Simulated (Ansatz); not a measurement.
**ClH$_{5}$O$_{2}$Si$_{2}$: density, localisation and related maps**

The calculation's input:

```
crystal:
  periodic: [false, false, false]
  atoms:
    - {symbol: Cl, position_ang: [0.157979, -2.214885, 2.767319]}
    - {symbol: O, position_ang: [-1.448049, 0.400521, 2.709856]}
    - {symbol: O, position_ang: [-0.549650, -0.609501, 0.345671]}
    - {symbol: Si, position_ang: [-1.195070, -0.954318, 1.816676]}
    - {symbol: Si, position_ang: [0.715697, -1.020928, -0.664638]}
    - {symbol: H, position_ang: [-0.693179, 0.968614, 2.905229]}
    - {symbol: H, position_ang: [-2.498846, -1.624653, 1.694617]}
    - {symbol: H, position_ang: [0.490996, -0.331115, -1.963190]}
    - {symbol: H, position_ang: [2.009105, -0.568075, -0.075677]}
    - {symbol: H, position_ang: [0.754241, -2.496367, -0.875456]}
basis:
  gaussian: {orbitals: def2-TZVPD}
total_charge: 0
hamiltonian: {xc: {name: PBE0}}
output: {forces: true, orbitals: {seedname: orbitals}}
```

Launched as:

```sh
ansatz run input.yaml --threads 2 --pin off --max-ram 4350MiB --events-out events.jsonl --progress --plain --runs-dir runs
```

Geometry: r2SCAN-D4/def2-SVP.

Theory: isolated molecule in a Gaussian basis; Kohn-Sham density functional theory, functional PBE0 (Ansatz).

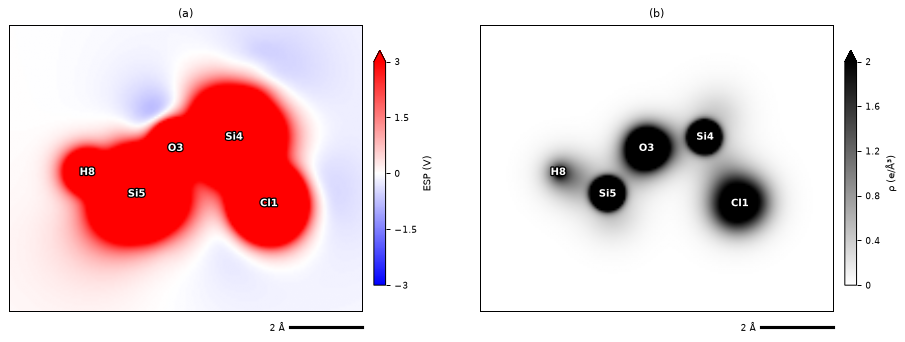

Figure 1. (a) molecular electrostatic potential; (b) electron density on the plane of atoms O3, Si5 and H8.

Question: Interpret the plot.

Answer: The plane passes through Cl, O, Si and H nuclei.
Si–O (1.64 Å): ρ at the midpoint is about 1.2 e/Å³.
Si–Cl (2.08 Å): ρ at the midpoint is about 0.88 e/Å³.
Si–H (1.49 Å): ρ at the midpoint is about 0.83 e/Å³.
Outside the dense part of the molecule the potential is most negative (−0.8 V) near O3.

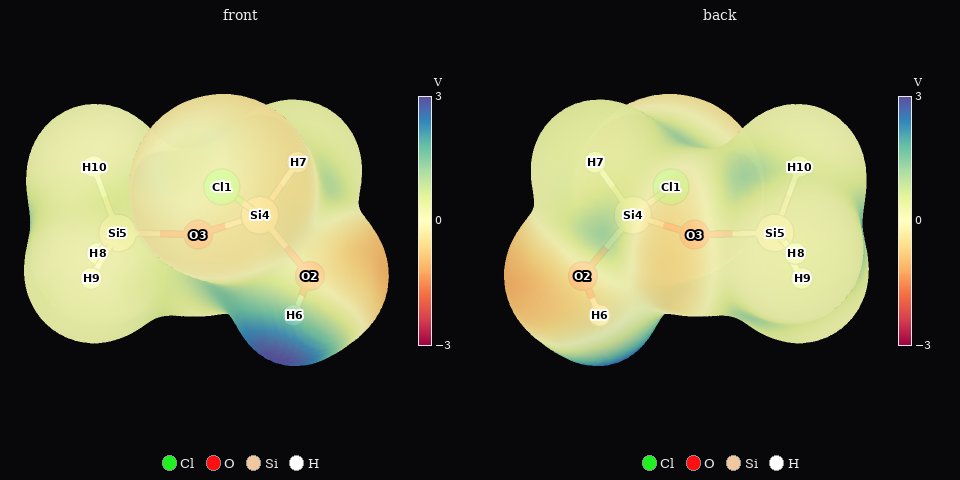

Figure 2. The molecular electrostatic potential painted on the density surface at 0.002 e/bohr³, seen from the front and from behind; red is negative and blue positive.

Question: Which sites attract a positive test charge, and which a negative one?

Answer: A positive charge is drawn to the negative regions and a negative charge to the positive ones. The most negative region (about −1.0 V) lies over O2, the most positive (about +2.9 V) over H6. O2 is the likeliest acceptor of a hydrogen bond.

Question: What dipole moment does the calculation give?

Answer: Its dipole moment is 1.25 D.

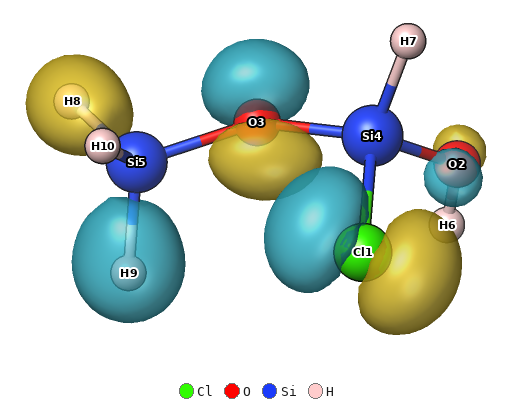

Figure 3. The HOMO−1 at ±0.15 Å⁻³ᐟ² (yellow and cyan are the two phases), seen from one side.

Question: Describe this orbital and give its energy.

Answer: By Hirshfeld shares it lies mainly on Cl1 (about 35 %), O3 (about 25 %), Si5 (about 15 %), H9 (about 10 %) and H8 (about 10 %). Its energy is −9.20 eV.
